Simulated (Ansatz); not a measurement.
**C$_{3}$H$_{7}$FSi: density, localisation and related maps**

Input

```
crystal:
  periodic: [false, false, false]
  atoms:
    - { symbol: C, position_ang: [-1.3996, -0.2375, 0.2662] }
    - { symbol: C, position_ang: [-0.0579, 0.2544, -0.0798] }
    - { symbol: Si, position_ang: [1.2531, -1.0035, 0.1141] }
    - { symbol: C, position_ang: [0.2878, 1.509, -0.506] }
    - { symbol: F, position_ang: [-0.7528, 2.4138, -0.6728] }
    - { symbol: H, position_ang: [-2.182, 0.6236, 0.1058] }
    - { symbol: H, position_ang: [-1.4926, -0.5038, 1.306] }
    - { symbol: H, position_ang: [-1.7146, -1.0132, -0.3894] }
    - { symbol: H, position_ang: [1.3358, -1.4406, 1.5822] }
    - { symbol: H, position_ang: [1.0164, -2.1688, -0.7259] }
    - { symbol: H, position_ang: [2.5872, -0.412, -0.2174] }
    - { symbol: H, position_ang: [1.1963, 1.9236, -0.749] }
basis:
  gaussian: { orbitals: "6-31G" }
hamiltonian:
  xc: b3lyp
  dispersion: d4
relax:
  f_tol: 0.015
  max_steps: 40
output:
  orbitals: {}
```

Launched as:

```sh
ansatz run input.yaml --threads 1 --pin off --max-ram 2048MiB --backend cpu --events-out ev --progress --plain --runs-dir out
```

The fields are those of the relaxed geometry.

Theory: Ansatz 0.2.0, RKS B3LYP-D4/6-31G.

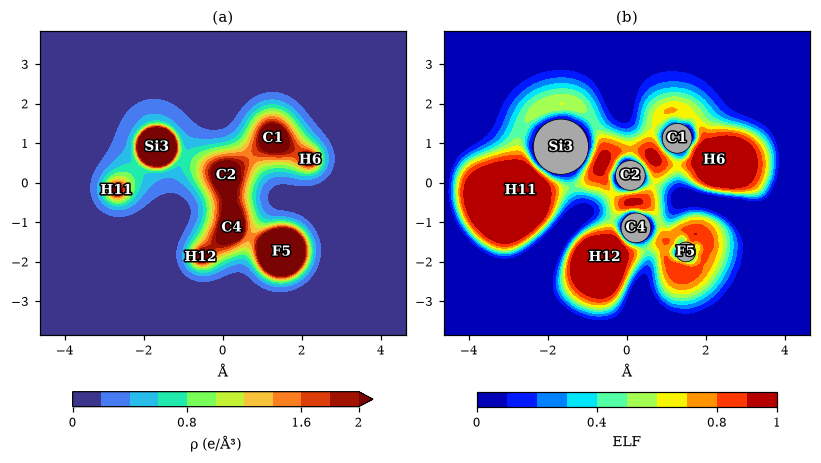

Figure 1. (a) electron density; (b) electron localisation function on the plane of atoms C1, C2 and Si3. Grey discs cover the atomic cores in the ELF map.

**Describe what can be read from this map.**

The plane passes through C, Si, F and H nuclei. C–C (1.33 Å): the density is about 2.2 e/Å³ at the midpoint; the ELF peaks at about 0.95 between the atoms; a multiple bond. C–F (1.40 Å): ρ is about 1.8 e/Å³ halfway, with its minimum of 1.4 e/Å³ about 0.5 Å from C; the ELF peaks at about 0.80 between the atoms, as expected for a polar covalent bond. C–Si (1.90 Å): ρ at the midpoint is about 0.8 e/Å³; the ELF peaks at about 0.95 between the atoms (a shared electron pair). C–H (1.08 Å): ρ is about 2 e/Å³ halfway; the ELF climbs to about 1 towards the hydrogen, as it does in any bond to H: a covalent bond by its length. C–C (1.51 Å): ρ at the midpoint is about 1.6 e/Å³; the ELF peaks at about 0.95 between the atoms: localised, covalent bonding. The ELF also peaks beside F5, away from the bonds: lone-pair regions.

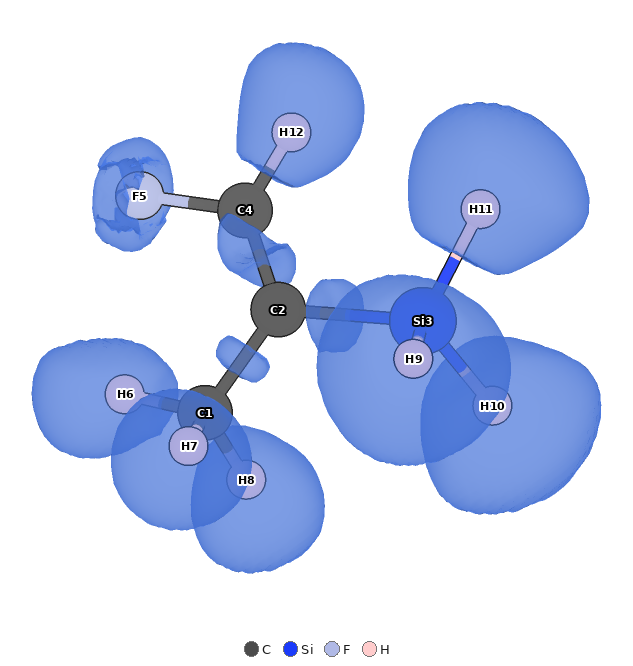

Figure 2. Isosurface of the electron localisation function at 0.85 (blue), seen at a tilt. Core shells and regions of very low density are left out.

**What do the ELF domains correspond to?**

The ELF exceeds this value in two regions between bonded C–C atoms (shared pairs), one region between bonded C–Si atoms (shared pairs), seven regions around hydrogen nuclei and one region wrapped around F (its lone pairs, merged into a ring or cap).

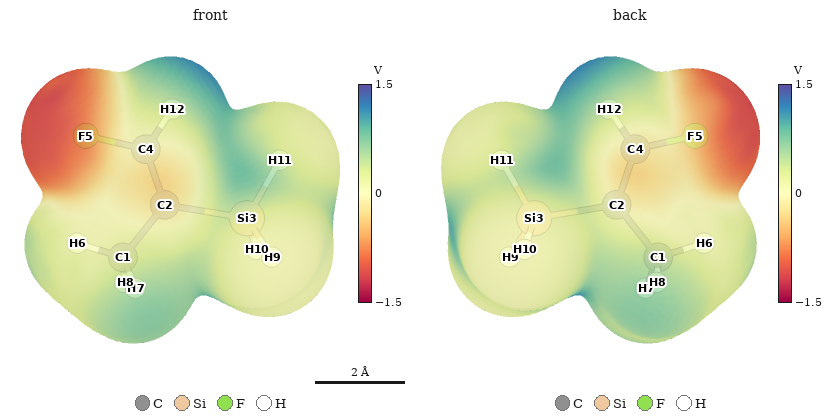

Figure 3. The molecular electrostatic potential painted on the density surface at 0.002 e/bohr³, seen from the front and from behind; red is negative and blue positive.

**Where is the surface potential most negative and most positive?**

The most negative region (about −1.1 V) lies over F5, the most positive (about +1.2 V) over Si3 and H12.

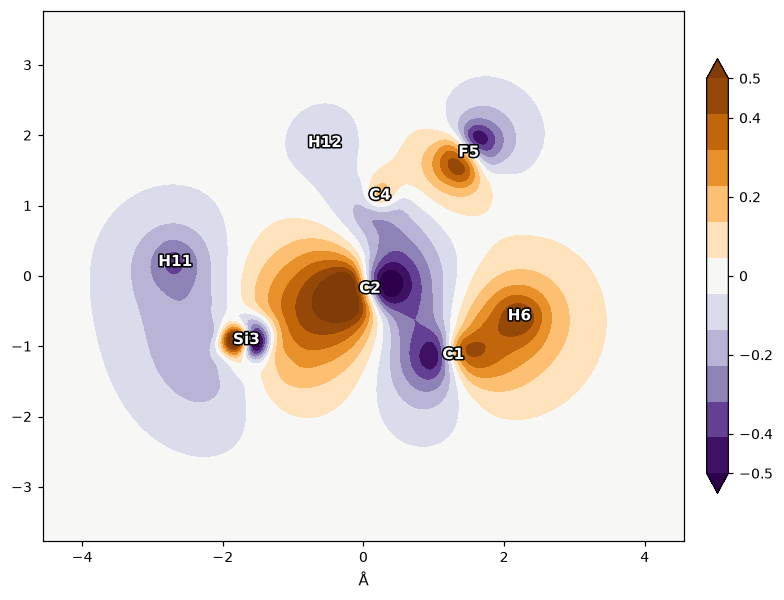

Figure 4. The HOMO−1 on the plane of atoms C2, Si3 and H11 (values in Å⁻³ᐟ²; the overall sign is arbitrary).

**What is the character of this orbital?**

Its weight (Hirshfeld) is mainly on C2 (about 30 %), Si3 (about 25 %), C1 (about 15 %), H6 (about 10 %) and H11 (about 5 %). Its energy is −9.02 eV.
